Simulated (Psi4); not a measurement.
# BHOF2 (SMILES OB(F)F) at TPSS/def2-TZVPD (density fitting with def2-universal-jkfit, sweep point 3)

What is the vertical singlet–triplet gap of BHOF2 at TPSS/def2-TZVPD (density fitting with def2-universal-jkfit, sweep point 3)? 

Program for the calculation: Psi4 1.11.

3 further runs of the same task are left out: 3 that didn't finish.

### 1 The system as given

BHOF2: 5 atoms, total charge 0, spin state singlet. SMILES: `OB(F)F`. The shape is that of a PBE0-D4/def2-TZVP optimisation.

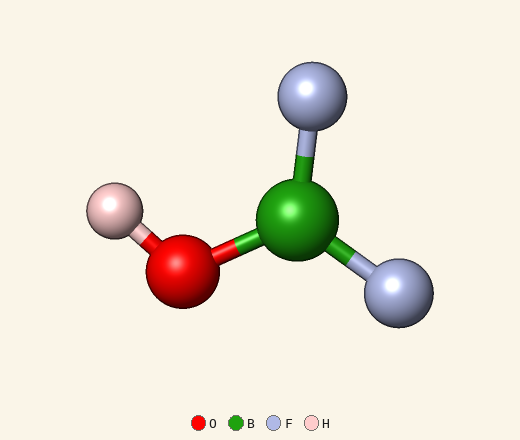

The structure, seen from a chosen angle (oxygen red, boron green, fluorine light blue, hydrogen pink).

### 2 A single-point energy at TPSS/def2-TZVPD (density fitting with def2-universal-jkfit, sweep point 3)

Contents of bf2ho.in:

```
memory 1600 MB

molecule molecule1 {
  O      0.038630     1.000750     0.174310
  B      0.105760    -0.342460     0.137210
  F      0.731030    -0.986880     1.100700
  F     -0.439530    -1.051930    -0.843330
  H     -0.435890     1.380520    -0.568880
  symmetry c1
}

set {
  basis def2-TZVPD
  puream true
  scf_type df
  dft_radial_points 99
  dft_spherical_points 590
  df_basis_scf def2-universal-jkfit
}

E, wfn = energy("tpss", return_wfn=True)
```

Launch:

```console
$ psi4 -n 1 bf2ho.in bf2ho.out
```

bf2ho.out:

```text
[...]
  Running in c1 symmetry.
[...]
  Nuclear repulsion =  112.725598717264262
[...]
  Multiplicity = 1
[...]
  Nalpha       = 16
  Nbeta        = 16
[...]
    Number of basis functions: 166
[...]
   @DF-RKS iter   1:  -300.43473632683367   -3.07113e-01   5.47375e-03 DIIS/ADIIS
[...]
   @DF-RKS iter   9:  -300.69652971198349   -9.76019e-08   3.79011e-07 DIIS
[...]
    Orbital Energies [Eh]
    ---------------------
    Doubly Occupied:
       1A    -24.429713     2A    -24.425846     3A    -18.928040
       4A     -6.707567     5A     -1.167131     6A     -1.139293
       7A     -0.995138     8A     -0.556844     9A     -0.514728
      10A     -0.482808    11A     -0.448651    12A     -0.411877
      13A     -0.388368    14A     -0.374672    15A     -0.347848
      16A     -0.332924
[...]
  @DF-RKS Final Energy:  -300.69652971198349
   => Energetics <=
    Nuclear Repulsion Energy =            112.7255987172642619
    One-Electron Energy =                -640.2189157609523136
    Two-Electron Energy =                 260.9113416079285344
    DFT Exchange-Correlation Energy =     -34.1145542762239202
    Empirical Dispersion Energy =           0.0000000000000000
    VV10 Nonlocal Energy =                  0.0000000000000000
    Total Energy =                       -300.6965297119834872
[...]
 Multipole Moments:
 ------------------------------------------------------------------------------------
     Multipole            Electronic (a.u.)      Nuclear  (a.u.)        Total (a.u.)
 ------------------------------------------------------------------------------------
 L = 1.  Multiply by 2.5417464519 to convert [e a0] to [Debye]
 Dipole X            :          0.2681302           -0.5864318           -0.3183016
 Dipole Y            :         -2.3401091            2.8269837            0.4868747
 Dipole Z            :          0.1854877           -0.6583888           -0.4729010
 Magnitude           :                                                    0.7496654
[...]
```

It took 46 s on 1 thread of Intel Xeon at 2.70GHz, shared host; peak memory 1.2 GiB.

### 3 The triplet at the same level

Contents of job.in:

```
memory 1600 mb

molecule system {
  0 3
  O      0.038630     1.000750     0.174310
  B      0.105760    -0.342460     0.137210
  F      0.731030    -0.986880     1.100700
  F     -0.439530    -1.051930    -0.843330
  H     -0.435890     1.380520    -0.568880
  units angstrom
  symmetry c1
}

set basis def2-TZVPD
set reference uks
set puream true
set scf_type df
set dft_radial_points 99
set dft_spherical_points 590
set df_basis_scf def2-universal-jkfit
set maxiter 100

energy("tpss")
```

Launch:

```console
$ psi4 -i job.in -o job.out -n 1
```

job.out:

```text
[...]
  Running in c1 symmetry.
[...]
  Nuclear repulsion =  112.725598717264262
[...]
  Multiplicity = 3
[...]
  Nalpha       = 17
  Nbeta        = 15
[...]
    Number of basis functions: 166
[...]
   @DF-UKS iter   1:  -300.03354966839476    9.40739e-02   5.31086e-03 ADIIS/DIIS
[...]
   @DF-UKS iter  14:  -300.38365074642508   -1.60776e-08   5.10334e-07 DIIS
[...]
   @S^2 Observed:                2.002870160E+00
[...]
    Orbital Energies [Eh]
    ---------------------
    Alpha Occupied:
       1A    -24.508206     2A    -24.508128     3A    -19.128013
       4A     -6.803761     5A     -1.244388     6A     -1.214269
       7A     -1.171377     8A     -0.688984     9A     -0.590298
      10A     -0.575754    11A     -0.570387    12A     -0.515998
      13A     -0.497374    14A     -0.467184    15A     -0.464808
      16A     -0.434989    17A     -0.093194
    Alpha Virtual:
      18A     -0.082555    19A     -0.030224    20A      0.010310
      21A      0.011184    22A      0.036670    23A      0.040515
      24A      0.060564    25A      0.065691    26A      0.075322
[...]
  @DF-UKS Final Energy:  -300.38365074642508
   => Energetics <=
    Nuclear Repulsion Energy =            112.7255987172642619
    One-Electron Energy =                -636.8979185591126679
    Two-Electron Energy =                 257.7159612135559428
    DFT Exchange-Correlation Energy =     -33.9272921181325628
    Empirical Dispersion Energy =           0.0000000000000000
    VV10 Nonlocal Energy =                  0.0000000000000000
    Total Energy =                       -300.3836507464250758
[...]
 Multipole Moments:
 ------------------------------------------------------------------------------------
     Multipole            Electronic (a.u.)      Nuclear  (a.u.)        Total (a.u.)
 ------------------------------------------------------------------------------------
 L = 1.  Multiply by 2.5417464519 to convert [e a0] to [Debye]
 Dipole X            :          0.9632511           -0.5864318            0.3768194
 Dipole Y            :         -3.2370707            2.8269837           -0.4100869
 Dipole Z            :          1.2338296           -0.6583888            0.5754409
 Magnitude           :                                                    0.8008098
[...]
```

It took 1.8 min on 1 thread of Intel Xeon at 2.70GHz, shared host; peak memory 1.2 GiB.

### 4 Outcome

Level: TPSS/def2-TZVPD (density fitting with def2-universal-jkfit, sweep point 3).

| quantity | value |
| --- | --- |
| singlet: total energy | -300.69653 Eh |
| singlet: dipole moment | 1.91 D |
| singlet: HOMO energy | -9.06 eV |
| singlet: LUMO energy | -0.82 eV |
| singlet: HOMO–LUMO gap | 8.24 eV |
| triplet: total energy | -300.38365 Eh |
| triplet: dipole moment | 2.04 D |
| triplet: HOMO energy (highest over α and β) | -2.54 eV |
| triplet: ⟨S²⟩ | 2.003 |
| vertical energy of the triplet above the singlet | 8.514 eV |

In words: At this shape the triplet lies 8.51 eV (196 kcal/mol) above the singlet.
